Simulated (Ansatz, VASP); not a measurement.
# Cross-check of GaN between VASP and Ansatz

Wanted: the spread between two codes on one cell, functional and k mesh. Valence electrons are named where the data sets of a main pair hold unlike numbers.

Calculated with Ansatz 0.2.0; plane waves, with VASP 6.6.1 beside it; band structure at PBE.

## Step 1: The starting structure

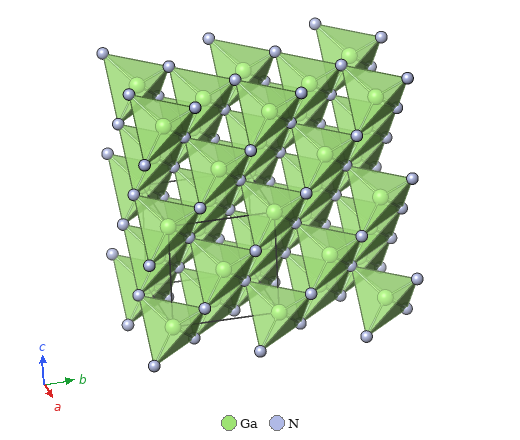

The starting structure, seen from a free direction (gallium green, nitrogen light blue). 1×2×2 cells are drawn. This picture shows the conventional cell, with its axes. Some periodic images of atoms are drawn too.

## Step 2: Ansatz: band structure, PBE

Ansatz runs on its default PAW (the set named soft_2) files.

The same path points are solved in both programs, so levels can be compared one by one.

Input file input.yaml:

```yaml
crystal:
  lattice:
    - [0.0, 2.2535006075, 2.2535006075]
    - [2.2535006075, 0.0, 2.2535006075]
    - [2.2535006075, 2.2535006075, 0.0]
  atoms:
    - { symbol: Ga, position: [0.0, 0.0, 0.0] }
    - { symbol: "N", position: [0.75, 0.75, 0.75] }
hamiltonian:
  xc: pbe
  pseudopotentials: { kind: paw }
kpoints:
  mp_grid: { grid: [8, 8, 8] }
  band_path:
    path:
      - [0.0, 0.0, 0.0]
      - [0.18182, 0.0, 0.18182]
      - [0.36364, 0.0, 0.36364]
      - [0.5, 0.0, 0.5]
      - [0.5, 0.09091, 0.59091]
      - [0.5, 0.18182, 0.68182]
      - [0.5, 0.25, 0.75]
      - [0.45455, 0.29545, 0.75]
      - [0.40909, 0.34091, 0.75]
      - [0.375, 0.375, 0.75]
      - [0.20455, 0.20455, 0.40909]
      - [0.06818, 0.06818, 0.13636]
      - [0.04545, 0.04545, 0.04545]
      - [0.22727, 0.22727, 0.22727]
      - [0.40909, 0.40909, 0.40909]
      - [0.51136, 0.47727, 0.51136]
      - [0.55682, 0.38636, 0.55682]
      - [0.60227, 0.29545, 0.60227]
      - [0.61364, 0.25, 0.63636]
      - [0.56818, 0.25, 0.68182]
      - [0.51136, 0.25, 0.73864]
      - [0.5, 0.29545, 0.70455]
      - [0.5, 0.38636, 0.61364]
      - [0.5, 0.47727, 0.52273]
      - [0.47727, 0.47727, 0.54545]
      - [0.43182, 0.43182, 0.63636]
      - [0.38636, 0.38636, 0.72727]
      - [0.60227, 0.20455, 0.60227]
      - [0.55682, 0.11364, 0.55682]
      - [0.5, 0.0, 0.5]
    npoints: 1
scf:
  occupations: { method: gaussian, width: 0.01 }
  n_extra_bands: 7
output:
  forces: true
  stress: true
  eigenvalues: true
```

Launch:

```bash
$ ansatz run input.yaml --threads 2 --pin off --max-ram 4608MiB --backend cpu --events-out ev --progress --plain --runs-dir out
```

Numbers of over 12 decimals in the logs are rounded to 6 here.

What it wrote:

```text
scf.n_extra_bands = 7 over 9 filled bands (N_el = 18.0): the run solves 16 bands
Engine: ansatz 0.2.0, aarch64-unknown-linux-gnu
Pseudopotentials: kind: paw
Pseudopotential: Ga, paw, valence charge 13, recommended cutoff 420 eV (normal), Ga.paw.azcp
Pseudopotential: N, paw, valence charge 5, recommended cutoff 420 eV (normal), N.paw.azcp
Functional definition: PBE
  parameter kappa = 0.804
  parameter beta = 0.066725
  exchange = pbe_x(kappa = kappa, mu = beta*pi^2/3)
  correlation = pbe_c(beta = beta)
Crystal: 2 atoms, lattice volume = 22.888 Å³
Basis set: ecut = 420 eV, 459 PW (Γ), exchange–correlation on 48×48×48 points (8 copies of the dense FFT grid, shifted against one another)
Bands: 16, of which v1, the nominal top of the filled ones, is band 9 counted from 1 (8 counted from 0)
Symmetry: 24 space group operations
Space group: F-43m (ITA 216), of the structure as read, at distance tolerance 2.8e-5 Å
k-points: 29 of 512 (time reversal used)
Non-local potential: Ga, projectors of the file, l = 0: 2, l = 1: 2, l = 2: 3, l = 3: 1
Non-local potential: N, projectors of the file, l = 0: 2, l = 1: 2, l = 2: 1
PAW form: soft (Blöchl's): semilocal exchange-correlation on the pseudo side does not see the compensation charge
PAW one-centre angular grid: Ga, 590 points (default); XC on 64 Gauss nodes
PAW one-centre angular grid: N, 110 points (default); XC on 64 Gauss nodes
Initial density: superposition of atomic densities (neutral atoms: chi_scale 0, normalization atom), corrected by the library's trained network
Initial wavefunctions: pseudopotential atomic-orbital guess
Functional: x = pbe(κ = 0.804, μ = 0.219515), c = pbe(β = 0.066725)
SCF iter   1: F=—  HF=-4167.897455 eV  |F-HF|=—  |Δ(HF+E_count)|=         —  Δρ=6.17e-4  dr2=2.75e-5  ethr=1.77e-3  ⟨swp⟩=5.0  Hψ=2365  notcnv=0
preconditioner: auto → none  [insulator: Δε(μ)=1.714 eV  Ē_g=22.886 eV  σ=0.010 eV  W_gap=1.00  n_scr=8 (ndim 8)  ℏωp=32.9 eV  f_vac=0.001  D(μ)=0.00/eV (n_scr^D=0)  ε∞_Penn≈3.1]
SCF iter   2: F=—  HF=-4167.897720 eV  |F-HF|=—  |Δ(HF+E_count)|=   2.65e-4  Δρ=3.32e-4  dr2=8.21e-6  ethr=1.53e-7  ⟨swp⟩=2.7  Hψ=1113  notcnv=0  defer=67
SCF iter   3: F=—  HF=-4167.897763 eV  |F-HF|=—  |Δ(HF+E_count)|=   4.29e-5  Δρ=1.26e-4  dr2=1.21e-6  ethr=4.56e-8  ⟨swp⟩=2.0  Hψ=643  notcnv=0  defer=67
SCF iter   4: F=—  HF=-4167.897770 eV  |F-HF|=—  |Δ(HF+E_count)|=   7.11e-6  Δρ=2.30e-5  dr2=9.51e-8  ethr=6.72e-9  ⟨swp⟩=2.0  Hψ=656  notcnv=0  defer=67
iter 5 did not close the SCF: its close was put off for the readings that it lacked (scf_convergence_deferred on its scf_iter line)
SCF iter   5: F=-4167.897770 eV  HF=-4167.897770 eV  |F-HF|=4.00e-9  |Δ(HF+E_count)|=   1.19e-8  Δρ=9.20e-6  dr2=7.72e-9  ethr=5.29e-10  ⟨swp⟩=2.0  Hψ=656  notcnv=0  defer=67
SCF iter   6: F=-4167.897770 eV  HF=-4167.897770 eV  |F-HF|=5.82e-11  |Δ(HF+E_count)|=   6.57e-9  Δρ=1.60e-6  dr2=2.49e-10  ethr=4.29e-11  ⟨swp⟩=4.3  Hψ=1833  notcnv=0
SCF 1 converged in 6 iterations: F = -4167.897770 eV  dr2 = 2.49e-10
  greatest PAW one-centre occupation: 0.995 electrons in one spin orbital (limit 2), on the Ga atom at site 0 (counted from 0), in its partial waves of l = 2
NSCF: frozen V_eff on 30 k-points
SCF converged after 6 iterations
Free energy (F): -4167.897770 eV
Harris-Foulkes:  -4167.897770 eV  (|F-HF|=5.82e-11)
Internal energy: -4167.897770 eV  (E = F + TS)
E sigma→0 (E₀):  -4167.897770 eV
Fermi energy:    10.508833 eV
--- Per-component energies (eV) ---
  E_band       = -5.643114
  E_kinetic    = 247.132592
  E_local      = -1949.946977  (includes V_loc(G=0)·N_el)
  E_nonlocal   = 474.309599
  E_hartree    = 897.114711
  E_xc         = -128.818636
  E_vxc        = -134.162046  (∫ρ·V_xc dr)
  E_paw        = -2120.254244  (= ΣΔE_a)
  E_vpaw       = -437.205387  (= ΣTr[D̂ρ^β])
  E_aug_tail   = 0.000139  (compensation charges beyond the density's cutoff)
  E_ewald      = -1587.434954
  E_smearing   = -0.000000  (= −TS)
  E_closure    = 0.000000  (closes the sum)
  Σ components = -4167.897770   (vs F -4167.897770, Δ=0.00e0)
--- Forces (eV/Å), atoms counted from 1 ---
  atom   1  Ga    -0.00000000     0.00000000     0.00000000
  atom   2  N      0.00000000    -0.00000000    -0.00000000
  max |Σ_I F_I| component: 1.85e-17 eV/Å
--- Stress (GPa, compression-positive) ---
        5.020469      -0.000000      -0.000000
       -0.000000       5.020469       0.000000
       -0.000000       0.000000       5.020469
  P = ⅓ Tr σ = 5.0205 GPa (50.205 kbar)
--- Band table (eV; the first three rows and the last of 29) ---
  k-point 0: bands = [... 5 lower, -3.5203, 9.6505, 9.6505, 9.6505, 11.3671, 19.9614, 19.9614, 19.9614, ... 3 higher]
  k-point 1: bands = [... 5 lower, -3.5219, 8.1221, 9.4891, 9.4891, 12.5183, 19.2543, 20.1978, 20.1978, ... 3 higher]
  k-point 2: bands = [... 5 lower, -3.4654, 5.7942, 9.1303, 9.1303, 13.7085, 18.4338, 20.4151, 20.4151, ... 3 higher]
  k-point 28: bands = [... 5 lower, -1.5450, 3.9562, 5.9590, 6.0143, 15.8706, 18.0351, 19.9149, 20.7605, ... 3 higher]
```

Wall time 0.89 s (2 threads of Arm Neoverse V2, shared host); peak memory 0.27 GiB; 1.6 s of CPU time.

The column dr2 measures how far the density is from self-consistency, as an energy; F and HF (Harris–Foulkes) agree once it is small.

## Step 3: VASP: band structure, PBE

The same cell, functional, mesh and smearing now go to VASP, with its own data sets.

Lines of VASP's logs that name or quote its potential files are left out, and so is its time.

Input file INCAR:

```
SYSTEM = GaN
PREC = Accurate
ENCUT = 450
EDIFF = 1E-08
NELM = 100
ISMEAR = 0
SIGMA = 0.01
LREAL = .FALSE.
ALGO = Normal
GGA = PE
NBANDS = 15
LORBIT = 11
LWAVE = .TRUE.
LCHARG = .FALSE.
KPAR = 8
```

Input file POSCAR:

```
GaN
1.0
    0.0000000000      2.2535006075      2.2535006075
    2.2535006075      0.0000000000      2.2535006075
    2.2535006075      2.2535006075      0.0000000000
Ga N
1 1
Direct
    0.0000000000      0.0000000000      0.0000000000
    0.7500000000      0.7500000000      0.7500000000
```

Input file KPOINTS:

```
Automatic mesh
0
Gamma
8 8 8
0 0 0
```

Input file KPOINTS_OPT:

```
Line mode
12
Line-mode
Reciprocal
  0.00000000   0.00000000   0.00000000 GAMMA
  0.50000000   0.00000000   0.50000000 X

  0.50000000   0.00000000   0.50000000 X
  0.50000000   0.25000000   0.75000000 W

  0.50000000   0.25000000   0.75000000 W
  0.37500000   0.37500000   0.75000000 K

  0.37500000   0.37500000   0.75000000 K
  0.00000000   0.00000000   0.00000000 GAMMA

  0.00000000   0.00000000   0.00000000 GAMMA
  0.50000000   0.50000000   0.50000000 L

  0.50000000   0.50000000   0.50000000 L
  0.62500000   0.25000000   0.62500000 U

  0.62500000   0.25000000   0.62500000 U
  0.50000000   0.25000000   0.75000000 W

  0.50000000   0.25000000   0.75000000 W
  0.50000000   0.50000000   0.50000000 L

  0.50000000   0.50000000   0.50000000 L
  0.37500000   0.37500000   0.75000000 K

  0.62500000   0.25000000   0.62500000 U
  0.50000000   0.00000000   0.50000000 X
```

Potentials, in the order of the species: Ga_d_GW and N_GW (PBE family, release 64).

Launch:

```bash
$ mpirun -np 8 vasp_std
```

What it wrote:

```text
[banner, memory and clock lines left out]
running    8 mpi-ranks, on    1 nodes
 distrk:  each k-point on    1 cores,    8 groups
 distr:  one band on    1 cores,    1 groups

 POSCAR found type information on POSCAR GaN
 POSCAR found :  2 types and       2 ions
|                                                                             |
|           W    W    AA    RRRRR   N    N  II  N    N   GGGG   !!!           |
|           W    W   A  A   R    R  NN   N  II  NN   N  G    G  !!!           |
|           W    W  A    A  R    R  N N  N  II  N N  N  G       !!!           |
|           W WW W  AAAAAA  RRRRR   N  N N  II  N  N N  G  GGG   !            |
|           WW  WW  A    A  R   R   N   NN  II  N   NN  G    G                |
|           W    W  A    A  R    R  N    N  II  N    N   GGGG   !!!           |
|                                                                             |
|     For optimal performance we recommend to set                             |
|       NCORE = 2 up to number-of-cores-per-socket                            |
|     NCORE specifies how many cores store one orbital (NPAR=cpu/NCORE).      |
|     This setting can greatly improve the performance of VASP for DFT.       |
|     The default, NCORE=1 might be grossly inefficient on modern             |
|     multi-core architectures or massively parallel machines. Do your        |
|     Unfortunately you need to use the default for GW and RPA                |
|     calculations (for HF NCORE is supported but not extensively tested      |
|     yet).                                                                   |
|                                                                             |

 LDA part: xc-table for (Slater+PW92), standard interpolation
 POSCAR, INCAR and KPOINTS ok, starting setup
 FFT: planning ... GRIDC
 FFT: planning ... GRID_SOFT
 FFT: planning ... GRID
 WAVECAR not read
 entering main loop
       N       E                     dE             d eps       ncg     rms          rms(c)
DAV:   1     0.118395189681E+03    0.11840E+03   -0.10498E+04   965   0.176E+03
DAV:   2    -0.578419638007E+01   -0.12418E+03   -0.11832E+03   933   0.366E+02
DAV:   3    -0.139923376614E+02   -0.82081E+01   -0.81555E+01  1164   0.106E+02
DAV:   4    -0.141285688508E+02   -0.13623E+00   -0.13620E+00   962   0.150E+01
DAV:   5    -0.141322459823E+02   -0.36771E-02   -0.36771E-02  1263   0.245E+00    0.111E+01
DAV:   6    -0.121370386430E+02    0.19952E+01   -0.53185E+00  1333   0.485E+01    0.517E+00
DAV:   7    -0.121349834386E+02    0.20552E-02   -0.28990E-01  1073   0.907E+00    0.321E+00
DAV:   8    -0.121303780721E+02    0.46054E-02   -0.50960E-02  1010   0.354E+00    0.388E-01
DAV:   9    -0.121286587066E+02    0.17194E-02   -0.66500E-03  1374   0.230E+00    0.733E-02
DAV:  10    -0.121288916228E+02   -0.23292E-03   -0.71237E-04  1077   0.527E-01    0.235E-02
DAV:  11    -0.121288769635E+02    0.14659E-04   -0.73970E-05  1418   0.204E-01    0.721E-03
DAV:  12    -0.121288785794E+02   -0.16160E-05   -0.76748E-06  1017   0.336E-02    0.315E-03
DAV:  13    -0.121288784092E+02    0.17026E-06   -0.55015E-07  1313   0.100E-02    0.372E-04
DAV:  14    -0.121288784140E+02   -0.48149E-08   -0.19860E-08   904   0.213E-03
   1 F= -.12128878E+02 E0= -.12128878E+02  d E =-.560737E-61
 Start KPOINTS_OPT (optional k-point list driver)
k-point batch [1-29\120]
       N       E                     dE             ncg
DAV:   1     0.149318952600E+04   -0.15825E+05      933
DAV:   2    -0.229497063414E+04   -0.37882E+04     1031
DAV:   3    -0.254537319906E+04   -0.25040E+03     1031
DAV:   4    -0.254992424434E+04   -0.45510E+01     1102
DAV:   5    -0.255004765848E+04   -0.12341E+00     1116
DAV:   6    -0.255005433042E+04   -0.66719E-02     1252
DAV:   7    -0.255005452877E+04   -0.19835E-03     1184
DAV:   8    -0.255005453637E+04   -0.75985E-05     1267
DAV:   9    -0.255005453651E+04   -0.14072E-06      938
DAV:  10    -0.255005453652E+04   -0.11439E-07      801
DAV:  11    -0.255005453653E+04   -0.25070E-08      806
[...]
k-point batch [117-120\120]
       N       E                     dE             ncg
DAV:   1     0.179047543670E+05   -0.30319E+04      144
DAV:   2     0.174599006021E+05   -0.44485E+03      141
DAV:   3     0.174380389965E+05   -0.21862E+02      169
DAV:   4     0.174376860031E+05   -0.35299E+00      141
DAV:   5     0.174376726627E+05   -0.13340E-01      170
DAV:   6     0.174376721461E+05   -0.51655E-03      157
DAV:   7     0.174376721391E+05   -0.70118E-05      177
DAV:   8     0.174376721387E+05   -0.42876E-06      164
DAV:   9     0.174376721387E+05   -0.12114E-08      138
 writing wavefunctions
```

From OUTCAR (step 3):

```text
ion  position               nearest neighbor table
   1  0.000  0.000  0.000-   2 1.95   2 1.95   2 1.95   2 1.95
   2  0.750  0.750  0.750-   1 1.95   1 1.95   1 1.95   1 1.95

  LATTYP: Found a face centered cubic cell.
 ALAT       =     4.5070012150

 Subroutine GETGRP returns: Found 24 space group operations
 (whereof 24 operations were pure point group operations)

The static configuration has the point symmetry T_d .

 Found     29 irreducible k-points:

   k-points           NKPTS =     29   k-points in BZ     NKDIM =     29   number of bands    NBANDS=     15

   dimension x,y,z NGX =    24 NGY =   24 NGZ =   24
   dimension x,y,z NGXF=    48 NGYF=   48 NGZF=   48

   ENCUT  =  450.0 eV  33.07 Ry    5.75 a.u.   5.51  5.51  5.51*2*pi/ulx,y,z

   NELECT =      18.0000    total number of electrons

 k-points in reciprocal lattice and weights: Automatic mesh
   0.00000000  0.00000000  0.00000000       0.002
   0.12500000  0.00000000  0.00000000       0.016
   0.25000000  0.00000000  0.00000000       0.016
   0.37500000  0.00000000  0.00000000       0.016
   0.50000000  0.00000000  0.00000000       0.008
   0.12500000  0.12500000  0.00000000       0.012
   0.25000000  0.12500000  0.00000000       0.047
   0.37500000  0.12500000  0.00000000       0.047
   0.50000000  0.12500000  0.00000000       0.047
[...]
-0.37500000  0.50000000  0.12500000       0.023
  -0.25000000  0.50000000  0.25000000       0.012

 average (electrostatic) potential at core
       1 -63.7271       2 -61.4174

 E-fermi :   5.2077

 k-point     1 :       0.0000    0.0000    0.0000
  band No.  band energies     occupation
    ...
      5      -8.0767      2.00000
      6      -8.0767      2.00000
      7       5.0933      2.00000
      8       5.0933      2.00000
      9       5.0933      2.00000
     10       6.8177      0.00000
     11      15.3893      0.00000
     12      15.3893      0.00000
     13      15.3893      0.00000
     14      22.7144      0.00000
    ...

 k-point     2 :       0.1250    0.0000    0.0000
  band No.  band energies     occupation
    ...
      5      -8.0784      2.00000
      6      -8.0784      2.00000
      7       3.5667      2.00000
      8       4.9327      2.00000
      9       4.9327      2.00000
     10       7.9688      0.00000
     11      14.6875      0.00000
     12      15.6262      0.00000
     13      15.6262      0.00000
     14      22.2649      0.00000
    ...

 k-point     3 :       0.2500    0.0000    0.0000
  band No.  band energies     occupation
    ...
      5      -8.0719      2.00000
      6      -8.0211      2.00000
      7       1.2371      2.00000
      8       4.5746      2.00000
      9       4.5746      2.00000
     10       9.1568      0.00000
     11      13.8748      0.00000
     12      15.8451      0.00000
     13      15.8451      0.00000
     14      21.0935      0.00000
    ...

  Total        0.4984504      0.4984504      0.4984504      0.0000000      0.0000000      0.0000000
  in kB       34.8922942     34.8922942     34.8922942      0.0000000      0.0000000      0.0000000
  external PRESSURE =      34.8922942 kB  Pullay stress =       0.0000000 kB

  energy-cutoff  :      450.00
  volume of cell :       22.89
      direct lattice vectors                 reciprocal lattice vectors
     0.000000000  2.253500607  2.253500607    -0.221877020  0.221877020  0.221877020
     2.253500607  0.000000000  2.253500607     0.221877020 -0.221877020  0.221877020
     2.253500607  2.253500607  0.000000000     0.221877020  0.221877020 -0.221877020

 POSITION                                       TOTAL-FORCE (eV/Angst)
 -----------------------------------------------------------------------------------
      0.00000      0.00000      0.00000         0.000000      0.000000      0.000000
      3.38025      3.38025      3.38025        -0.000000     -0.000000     -0.000000
 -----------------------------------------------------------------------------------
    total drift:                               -0.000016     -0.000016     -0.000016

  FREE ENERGIE OF THE ION-ELECTRON SYSTEM (eV)
  ---------------------------------------------------
  free  energy   TOTEN  =       -12.1288784140 eV

  energy  without entropy=      -12.1288784140  energy(sigma->0) =      -12.12887841

 total charge
# of ion       s       p       d       tot
------------------------------------------
    1        0.782   0.898  10.127  11.807
    2        1.201   2.452   0.000   3.652
--------------------------------------------------
tot          1.982   3.350  10.127  15.459

[... 3 further parts left out ...]
```

The run ends at a pressure of 3.49 GPa.

## Step 4: Comparison

Known differences besides the potentials themselves: the cutoff is 420 eV in Ansatz and 450 eV in VASP; VASP leaves aspherical gradient terms in its spheres out (LASPH is not set), Ansatz keeps them. Total energies have different zeros and are not compared.

Compared:

```csv
quantity,Ansatz,VASP,difference
gap over the path points (eV),1.717,1.724,-0.008
```

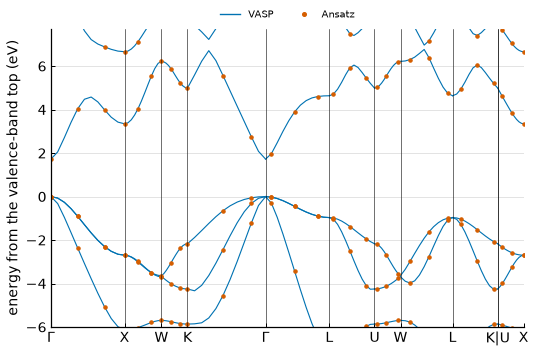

Bands from VASP (lines) and levels from Ansatz (dots). Dots without a line are higher empty bands that the VASP plot leaves out.

Levels at points of the path, from each program's valence-band top (eV; 3 filled, then empty):

```csv
k (reciprocal lattice),Ansatz,VASP
0.000 0.000 0.000,0.00 0.00 0.00 1.72 10.31,0.00 0.00 0.00 1.72 10.30
0.182 0.000 0.182,-2.37 -0.91 -0.91 4.04 8.24,-2.37 -0.91 -0.91 4.05 8.23
0.364 0.000 0.364,-5.07 -2.30 -2.30 4.00 6.89,-5.07 -2.30 -2.30 3.99 6.89
0.500 0.000 0.500,-6.12 -2.70 -2.70 3.35 6.67,-6.12 -2.70 -2.70 3.35 6.66
0.500 0.091 0.591,-6.02 -3.01 -2.98 4.05 7.13,-6.02 -3.01 -2.98 4.04 7.13
0.500 0.182 0.682,-5.79 -3.51 -3.49 5.55 8.05,-5.79 -3.51 -3.50 5.55 8.05
0.500 0.250 0.750,-5.69 -3.69 -3.64 6.22 8.38,-5.70 -3.69 -3.64 6.22 8.39
0.455 0.295 0.750,-5.75 -4.00 -3.05 5.89 8.15,-5.75 -4.00 -3.05 5.89 8.15
0.409 0.341 0.750,-5.84 -4.20 -2.38 5.22 7.91,-5.84 -4.20 -2.37 5.22 7.91
0.375 0.375 0.750,-5.86 -4.25 -2.17 5.00 7.86,-5.87 -4.25 -2.17 4.99 7.86
```

Among the levels compared at these points, filled levels agree within 5 meV and empty ones within 15 meV. Not compared: the pressure (VASP's GW data sets at this cutoff don't carry it).

## Step 5: Other set-ups

Further runs change the set-up of one program: Ansatz's method, potentials or start, or VASP's data sets, cutoff or form of LDA. The table gives that difference for each run.

```csv
run,gap over the path points (eV)
as above,-0.0077
Ansatz's larger PAW set (cutoff 1300 eV),0.0091
norm-conserving potentials (cutoff 1240 eV),0.014
```

## Step 6: Results

| Item | Value |
| --- | --- |
| largest difference of a filled level at the path points (band structure, PBE) | 5.2 meV |

The largest difference of a filled level at the path points is 5.2 meV (band structure, PBE), within the 80 meV picked in this series as the mark of a large difference. Band structure, PBE, Ansatz's larger PAW set (cutoff 1300 eV): the difference in gap over the path points goes from -0.0077 to 0.0091 eV. Band structure, PBE, norm-conserving potentials (cutoff 1240 eV): the difference in gap over the path points goes from -0.0077 to 0.014 eV. How closely two codes agree says nothing of how well the functional describes the real material.

[Lines on the potential files, build, host, timing and source positions are cut from VASP's logs without a mark.]

[Logs are printed without paths, hosts, clocks, repeated set-up lines and the standing remarks that a program may print on its own settings, such as how far it seeks lower states.]

[Hosts, paths, dates, database ids (printed as entryN), source tags and the programs' standing remarks are cut or masked in the printed files.]
